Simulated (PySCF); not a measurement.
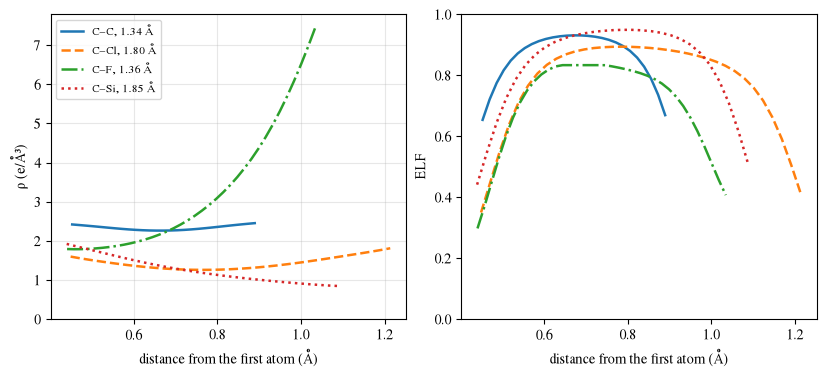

The picture shows: C6H7ClFSi (charge +1). Total electron density and electron localisation function along straight lines between neighbouring atoms. The curves leave out the atomic cores.

Geometry: GFN2-xTB.

Computed with PySCF, PBE0/pcSseg-1, SCF density, gas phase, non-relativistic.

| atom | x (Å) | y (Å) | z (Å) |
| --- | --- | --- | --- |
| F | 2.9945 | -0.5526 | 0.9261 |
| C | 2.4626 | -0.0620 | -0.2216 |
| Cl | 2.7231 | -1.2905 | -1.5081 |
| C | 0.9766 | 0.0860 | -0.0751 |
| C | 0.3651 | 1.2892 | 0.0701 |
| C | -1.0476 | 1.5012 | 0.2074 |
| C | -1.9980 | 0.5527 | 0.2267 |
| C | -1.8034 | -0.9286 | 0.1235 |
| Si | -0.0089 | -1.4819 | -0.1286 |
| H | 3.0004 | 0.8567 | -0.4767 |
| H | 0.9779 | 2.1820 | 0.0813 |
| H | -1.3559 | 2.5324 | 0.3025 |
| H | -3.0292 | 0.8594 | 0.3351 |
| H | -2.2302 | -1.3754 | 1.0309 |
| H | -2.4572 | -1.2983 | -0.6757 |
| H | 0.4227 | -2.8613 | -0.2292 |

What can be read from the curves?

C–C (1.34 Å): ρ is about 2.3 e/Å³ halfway; the ELF peaks at about 0.95 between the atoms: a multiple bond.
C–Cl (1.80 Å): ρ is about 1.3 e/Å³ halfway; the ELF peaks at about 0.90 between the atoms: a shared electron pair.
C–F (1.36 Å): ρ is about 2.2 e/Å³ halfway, with its minimum of 1.8 e/Å³ about 0.5 Å from C; the ELF peaks at about 0.85 between the atoms; a shared but strongly polarised pair.
C–Si (1.85 Å): ρ is about 0.98 e/Å³ halfway; the ELF peaks at about 0.95 between the atoms, as expected for localised, covalent bonding.
